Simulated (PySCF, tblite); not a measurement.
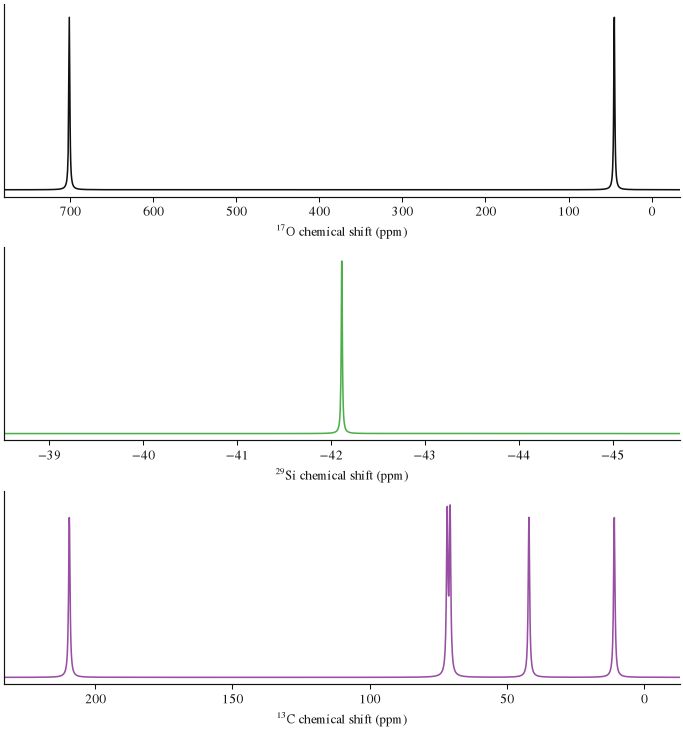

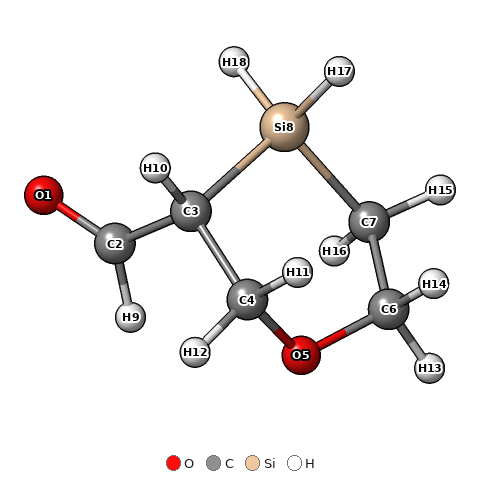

Spectrum and numbered structure of C₅H₁₀O₂Si, SMILES O=C[C@H]1COCC[SiH2]1. GIAO shifts, PBE0/pcSseg-1 in PySCF, at a GFN2-xTB geometry (a minimum by its frequencies), against H₂O for ¹⁷O, TMS for ²⁹Si and TMS for ¹³C computed at the same level (¹⁷O: a single water molecule, while the usual scale starts at liquid water and gives values some tens of ppm lower). Gas phase, fully decoupled, line heights follow the number of nuclei, widths are arbitrary (no quadrupolar broadening); values of one conformer, averaged over methyl-type rotors and exact or near symmetry; other conformers aren't averaged in.

Q: Which atoms give which ¹⁷O line?

A:
```
δ (ppm)  nuclei  atoms
  701.0       1     O1
   44.9       1     O5
```

Q: Where does the ²⁹Si line lie?

A: At −42.1 ppm (Si8).

Q: Assign the ¹³C signals to the numbered atoms.

A:
| δ (ppm) | nuclei | atoms |
| --- | --- | --- |
| 209.5 | 1 | C2 |
| 71.8 | 1 | C6 |
| 70.7 | 1 | C4 |
| 42.0 | 1 | C3 |
| 10.9 | 1 | C7 |

The order of signals that lie close, as those under 2 ppm apart, is within the error of the method.

Note: the tight-binding geometry is rougher than a DFT one and adds to the error.
